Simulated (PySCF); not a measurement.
**GeH2SCl (SMILES [SH][GeH][Cl]) at UMP2/6-31G(d,p) (spherical functions)**

What is the vertical ionisation energy of GeH2SCl at UMP2/6-31G** (spherical functions)? Input form: a Python script.

Program for the calculation: PySCF 2.14.0.

## Step 1: The system as given

GeH2SCl: 5 atoms, total charge 0, spin state doublet. SMILES: `[SH][GeH][Cl]`. The coordinates come from a PBE0-D4/def2-TZVP relaxation. This is one conformer, not always the lowest.

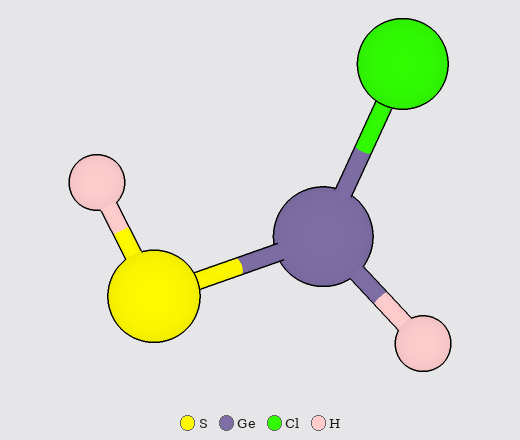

The structure, seen from a chosen angle (sulfur yellow, germanium purple, chlorine green, hydrogen pink).

## Step 2: The energy at UMP2/6-31G(d,p) (spherical functions)

calc.py

```python
from pyscf import gto, scf, mp

mol = gto.M(
    atom=[
    ('S', (-1.509900, 0.445000, 0.252900)),
    ('Ge', (0.454500, -0.577100, 0.354000)),
    ('Cl', (1.716800, 0.052900, -1.291100)),
    ('H', (-1.733000, 0.086400, -1.022600)),
    ('H', (1.121500, -0.080700, 1.665200)),
],
    basis='6-31g**',
    max_memory=1860,
    verbose=3,
    spin=1,
)

mf = scf.UHF(mol)
mf.conv_tol = 1e-10
mf.kernel()
if not mf.converged:
    mf = mf.newton().run(mf.mo_coeff, mf.mo_occ)

pt = mp.MP2(mf, frozen=19).run()
energy = pt.e_tot
print('E = %.10f Eh' % energy)
```

Launch:

```sh
OMP_NUM_THREADS=1 python calc.py
```

What it wrote:

```text
converged SCF energy = -2933.27640967081  <S^2> = 0.75743202  2S+1 = 2.0074183
E(UMP2) = -2933.76521575171  E_corr = -0.488806080906719
E(SCS-UMP2) = -2933.74155961959  E_corr = -0.465149948777995
E = -2933.7652157517 Eh
```

Run time: 3.3 s. Hardware: 1 thread of Arm Neoverse V1, shared host; peak memory 0.18 GiB.

## Step 3: The singlet cation, same level

input.py

```python
from pyscf import gto, scf, mp

mol = gto.M(
    atom=[
    ('S', (-1.509900, 0.445000, 0.252900)),
    ('Ge', (0.454500, -0.577100, 0.354000)),
    ('Cl', (1.716800, 0.052900, -1.291100)),
    ('H', (-1.733000, 0.086400, -1.022600)),
    ('H', (1.121500, -0.080700, 1.665200)),
],
    charge=1,
    max_memory=1860,
    verbose=3,
    basis='6-31g**',
)

hf = scf.RHF(mol)
hf.conv_tol = 1e-10
hf.kernel()
if not hf.converged:
    hf = hf.newton().run(hf.mo_coeff, hf.mo_occ)

pt = mp.MP2(hf, frozen=19).run()
e_final = pt.e_tot
print('Final energy', e_final)
```

Launch:

```sh
OMP_NUM_THREADS=1 python input.py
```

What it wrote:

```text
converged SCF energy = -2932.95907412612
E(RMP2) = -2933.45808441371  E_corr = -0.499010287586462
E(SCS-RMP2) = -2933.43589656996  E_corr = -0.476822443837845
Final energy -2933.4580844137063
```

Wall time 2.5 s (1 thread of Arm Neoverse V1, shared host); peak memory 0.17 GiB.

## Step 4: Summary of results

At UMP2/6-31G** (spherical functions), 19 core orbitals frozen:

| quantity | value |
| --- | --- |
| doublet GeH2SCl: total energy | -2933.76522 Eh |
| doublet GeH2SCl: dipole moment (Hartree–Fock density) | 1.73 D |
| doublet GeH2SCl: HOMO energy (Hartree–Fock orbitals) (highest over α and β) | -9.40 eV |
| doublet GeH2SCl: LUMO energy (Hartree–Fock orbitals) (lowest over α and β) | 0.07 eV |
| doublet GeH2SCl: correlation energy (19 core orbitals frozen) | -488.8 mEh |
| doublet GeH2SCl: ⟨S²⟩ of the reference determinant | 0.757 |
| singlet cation: total energy | -2933.45808 Eh |
| singlet cation: HOMO energy (Hartree–Fock orbitals) | -16.64 eV |
| singlet cation: LUMO energy (Hartree–Fock orbitals) | -7.72 eV |
| singlet cation: HOMO–LUMO gap (Hartree–Fock orbitals) | 8.91 eV |
| singlet cation: correlation energy (19 core orbitals frozen) | -499.0 mEh |
| vertical ionisation energy (to the singlet cation) | 8.357 eV |

**Reading.** Removing an electron at fixed nuclei costs 8.36 eV (806 kJ/mol). Only the singlet of the ionised species was computed; a triplet could lie lower.
